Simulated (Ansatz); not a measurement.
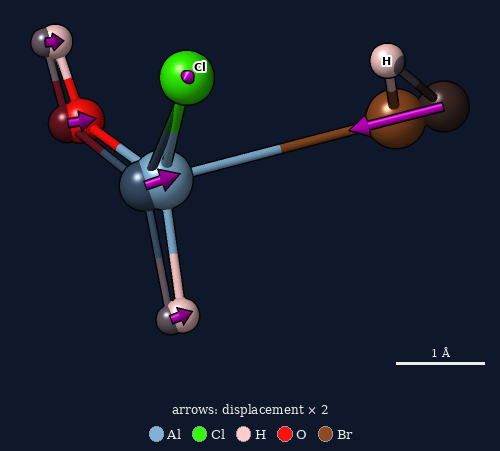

A relaxation of AlH₃OBrCl. The starting structure is drawn faded, the final one solid; purple arrows show the displacements, 2 times their true length. The two geometries are superimposed by the best rigid fit.

The picture is a ball-and-stick view, seen at a tilt.

The run prepares an end point of a later path (reaction) calculation, from a guessed geometry.

These are results of RKS PBE0-D4/def2-SVP in Ansatz, not measurements.

Input file:
```yaml
crystal:
  periodic: [false, false, false]
  atoms:
    - { symbol: Al, position_ang: [0.039128, -0.253654, -0.032675] }
    - { symbol: Cl, position_ang: [-0.061337, -0.516987, 2.150263] }
    - { symbol: H, position_ang: [1.416486, 0.004283, -0.721526] }
    - { symbol: O, position_ang: [-1.375088, -0.52796, -0.919017] }
    - { symbol: H, position_ang: [-2.231185, -0.739403, -0.542328] }
    - { symbol: Br, position_ang: [-0.310973, 3.139428, 1.132322] }
    - { symbol: H, position_ang: [-0.250131, 2.044193, 2.15826] }
basis:
  gaussian: { orbitals: def2-SVP }
hamiltonian:
  xc: pbe0
  dispersion: d4
relax:
  f_tol: 0.03
  max_steps: 50
```

Launched with:
```bash
ansatz run input.yaml --threads 2 --pin off --max-ram 3072MiB --backend cpu --events-out ev --progress --plain --runs-dir out
```

### Which element moves most?

Bromine: up to 0.56 Å, against 0.22 Å for aluminium.

### Describe the change and its energy.

The largest move after the best rigid fit is that of Br6, 0.56 Å. Largest moves by element: Br 0.56 Å, Al 0.22 Å, O 0.17 Å, H 0.14 Å, Cl 0.08 Å. Among the contacts that change: Al1–Br6 3.605 → 2.845 Å, Br6–H7 1.502 → 1.433 Å, Al1–Cl2 2.201 → 2.145 Å, Al1–H3 1.561 → 1.568 Å. New bonds form, among them: Al1–Br6 (3.60 → 2.85 Å). Among the angles between lasting bonds that change: H3–Al1–O4 122.2° → 118.9°, Al1–O4–H5 125.2° → 127.2°. After 10 geometry steps the energy has fallen by 0.198 eV. Largest force component: 1.2 eV/Å at the start, 0.019 eV/Å at the end.

Limits of the set-up: the start holds two separate molecules, 2.6 Å apart at their closest, whose relative position is a soft coordinate.
